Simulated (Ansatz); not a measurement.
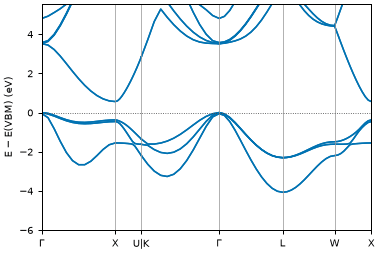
*Band structure from the program Ansatz at the r²SCAN with spin–orbit coupling level (PAW)*

Q: Read off the gap and where the band edges lie.

A: About 0.6 eV (0.56 eV by a search for the band edges); maximum at Γ, minimum at X.

The material is YN (rock salt, Fm-3m).

Symmetry was held in the r²SCAN relaxation. The run is not spin-polarised.

Potentials: the later of the program's two PAW sets.
